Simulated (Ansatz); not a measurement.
# One shape, several levels: triplet C3H6S2

Aim: a comparison of 6 runs (UB3LYP/def2-SVP, UCAM-B3LYP/def2-SVP, UPBE/def2-SVP, UPBE0/def2-SVP, USVWN5/def2-SVP, UMP2/def2-SVP) of triplet C3H6S2. 

The calculation is run with Ansatz 0.2.0.

34 further runs of the same task are left out: 34 set aside as unsound or not needed. Runs told in other sessions of the task aren't counted.

## (1) The system as given

C3H6S2 has 11 atoms, charge 0, and is taken as a triplet. SMILES of the parent species: `C1CSSC1`. Geometry: relaxed at PBE0-D4/def2-TZVP. This is one conformer, not always the lowest. That shape belongs to the parent species and isn't relaxed for this state.

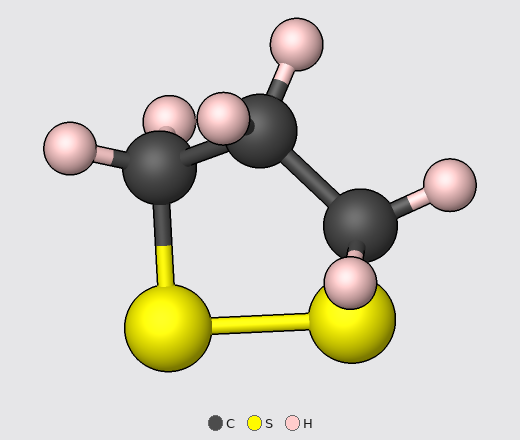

The structure, seen from a chosen angle (carbon dark grey, sulfur yellow, hydrogen pink).

## (2) A single-point energy at UB3LYP/def2-SVP (run 1)

The input, molecule.yaml:

```yaml
crystal:
  periodic: [false, false, false]
  atoms:
    - {symbol: C, position_ang: [-0.396550, 0.604500, 0.214440]}
    - {symbol: C, position_ang: [-0.012890, -0.551730, 1.152530]}
    - {symbol: S, position_ang: [1.365860, -1.467590, 0.422440]}
    - {symbol: S, position_ang: [0.497060, -1.377810, -1.432750]}
    - {symbol: C, position_ang: [0.126470, 0.379240, -1.213670]}
    - {symbol: H, position_ang: [0.010150, 1.545120, 0.591820]}
    - {symbol: H, position_ang: [-1.484250, 0.701350, 0.205070]}
    - {symbol: H, position_ang: [-0.849150, -1.238940, 1.286410]}
    - {symbol: H, position_ang: [0.310830, -0.198400, 2.133780]}
    - {symbol: H, position_ang: [-0.608550, 0.656870, -1.972070]}
    - {symbol: H, position_ang: [1.041010, 0.947370, -1.387980]}
basis:
  gaussian:
    orbitals: def2-SVP
magnetization:
  spin_polarized: true
  initial_magnetization: 2
hamiltonian:
  xc: {name: B3LYP}
accuracy: high
output:
  orbitals: {seedname: orbitals}
```

On the command line:

```sh
ansatz run molecule.yaml --threads 1 --pin off --max-ram 3480MiB --events-out events.jsonl --progress --plain --runs-dir runs
```

The log of the run:

```text
Warning: RAYON_NUM_THREADS=1 ignored (pool sized by the plan → 1); use --threads N
Functional definition: B3LYP
  name "B3LYP"
  parameter a0 = 0.2
  parameter ax = 0.72
  parameter ac = 0.81
  exchange = (1 - a0 - ax)*slater_x + ax*b88_x + a0*exact_x
  correlation = (1 - ac)*vwn_rpa_c + ac*lyp_c
2575 factors; integrals over basis functions are off by at most 3.9e-9 eV
mean field evaluation 1: about -24860.1076 eV, gradient 3.8e1 eV
mean field evaluation 2: about -24850.2177 eV, gradient 5.7e1 eV
mean field evaluation 4: about -24867.5601 eV, gradient 1.5e0 eV
mean field evaluation 8: about -24867.8586 eV, gradient 1.0e-1 eV
mean field evaluation 16: about -24867.8587 eV, gradient 1.5e-4 eV
mean field -24867.85867325 eV, -913.8769502019 hartree, gradient 3.7e-8 eV, S^2 2.006350; 0 other end points of the search recorded, 0 dependent functions left out
reference -24867.85871500 eV, -913.8769517363 hartree; 29, 27 occupied and 79, 81 virtual orbitals, 2575 factors
Total energy: -24867.85871500 eV, -913.8769517363 hartree
```

Wall time 25 s (1 thread of Intel Xeon Platinum 8175M at 2.50GHz (Skylake/Cascade Lake), shared host); peak memory 0.65 GiB.

## (3) The energy at UCAM-B3LYP/def2-SVP (run 2)

The input, run.yaml:

```yaml
crystal:
  periodic: [false, false, false]
  atoms:
    - {symbol: C, position_ang: [-0.396550, 0.604500, 0.214440]}
    - {symbol: C, position_ang: [-0.012890, -0.551730, 1.152530]}
    - {symbol: S, position_ang: [1.365860, -1.467590, 0.422440]}
    - {symbol: S, position_ang: [0.497060, -1.377810, -1.432750]}
    - {symbol: C, position_ang: [0.126470, 0.379240, -1.213670]}
    - {symbol: H, position_ang: [0.010150, 1.545120, 0.591820]}
    - {symbol: H, position_ang: [-1.484250, 0.701350, 0.205070]}
    - {symbol: H, position_ang: [-0.849150, -1.238940, 1.286410]}
    - {symbol: H, position_ang: [0.310830, -0.198400, 2.133780]}
    - {symbol: H, position_ang: [-0.608550, 0.656870, -1.972070]}
    - {symbol: H, position_ang: [1.041010, 0.947370, -1.387980]}
basis:
  gaussian: {orbitals: def2-SVP}
magnetization: {spin_polarized: true, initial_magnetization: 2}
hamiltonian: {xc: {name: CAM-B3LYP}}
accuracy: high
output: {orbitals: {seedname: orbitals}}
```

On the command line:

```sh
ansatz run run.yaml --threads 1 --pin off --max-ram 3480MiB --events-out events.jsonl --progress --plain --runs-dir runs
```

The log of the run (excerpt; [...] marks lines left out):

```text
Warning: RAYON_NUM_THREADS=1 ignored (pool sized by the plan → 1); use --threads N
Functional definition: CAM-B3LYP
  name "CAM-B3LYP"
[...]
2575 factors; integrals over basis functions are off by at most 3.9e-9 eV
463 factors; integrals over basis functions are off by at most 1.9e-9 eV
[...]
mean field -24865.33199494 eV, -913.7840964867 hartree, gradient 7.7e-8 eV, S^2 2.009611; 2 other end points of the search recorded, 0 dependent functions left out
reference -24865.33201509 eV, -913.7840972271 hartree; 29, 27 occupied and 79, 81 virtual orbitals, 2575 factors
Total energy: -24865.33201509 eV, -913.7840972271 hartree
```

It took 33 s on 1 thread of Intel Xeon Platinum 8175M at 2.50GHz (Skylake/Cascade Lake), shared host; peak memory 0.74 GiB.

Runs 3 to 5 aren't shown in full; the table further down has their settings and results.

## (4) A single-point energy at UMP2/def2-SVP (run 6)

molecule.yaml: that of step 2 with these lines changed.

```diff
@@ -17,2 +17,3 @@
     orbitals: def2-SVP
+total_charge: 0
 magnetization:
@@ -20,6 +21,5 @@
   initial_magnetization: 2
-hamiltonian:
-  xc: {name: B3LYP}
+correlation:
+  method: mp2
+  frozen_orbitals: {C: 1, H: 0, S: 5}
 accuracy: high
-output:
-  orbitals: {seedname: orbitals}
```

On the command line:

```sh
ansatz run molecule.yaml --threads 1 --pin off --max-ram 3480MiB --events-out events.jsonl --progress --plain --runs-dir runs
```

The log of the run:

```text
Warning: RAYON_NUM_THREADS=1 ignored (pool sized by the plan → 1); use --threads N
Functional definition: HF
  name "HF"
  exchange = exact_x
  correlation = 0
2575 factors; integrals over basis functions are off by at most 3.9e-9 eV
mean field evaluation 1: about -24805.3470 eV, gradient 1.8e1 eV
mean field evaluation 2: about -24805.3583 eV, gradient 1.8e1 eV
mean field evaluation 4: about -24807.7590 eV, gradient 2.8e0 eV
mean field evaluation 8: about -24807.8610 eV, gradient 2.5e-1 eV
mean field evaluation 16: about -24807.1708 eV, gradient 5.6e0 eV
mean field -24807.86522992 eV, -911.6722318245 hartree, gradient 3.5e-8 eV, S^2 2.035098; 2 other end points of the search recorded, 0 dependent functions left out
13 core orbitals not correlated: weight in the atoms' cores, before any rotation towards them, 1.000 or more for the frozen orbitals, at most 0.000 for the correlated occupied ones
reference -24807.86522992 eV, -911.6722318245 hartree; 16, 14 occupied and 79, 81 virtual orbitals, 2575 factors
second order -18.43229931 eV of doubles, -0.00000000 eV of singles
Total energy: -24826.29752923 eV, -912.3496063304 hartree
```

It took 15 s on 1 thread of Intel Xeon Platinum 8175M at 2.50GHz (Skylake/Cascade Lake), shared host; peak memory 0.52 GiB.

## (5) Overview of the runs

```
run                level  frozen core orbitals  energy (Eh)  HOMO energy (eV)   ⟨S²⟩  wall time
  1      UB3LYP/def2-SVP                     –  -913.876952             -2.24  2.006       25 s
  2  UCAM-B3LYP/def2-SVP                     –  -913.784097             -3.67  2.010       33 s
  3        UPBE/def2-SVP                     –  -913.348955             -1.45  2.004       20 s
  4       UPBE0/def2-SVP                     –  -913.431748             -2.56  2.008       29 s
  5      USVWN5/def2-SVP                     –  -910.021238             -1.43  2.002       11 s
  6        UMP2/def2-SVP                    13  -912.349606                 –  2.035       15 s
```

## (6) Results

| quantity | value |
| --- | --- |
| run 6: total energy | -912.34961 Eh |
| run 6: correlation energy (13 core orbitals frozen) | -677.4 mEh |
| run 6: ⟨S²⟩ of the reference determinant | 2.035 |

In words: Totals of different functionals can't be ranked against each other. All runs together took 2.2 min, the longest 33 s.
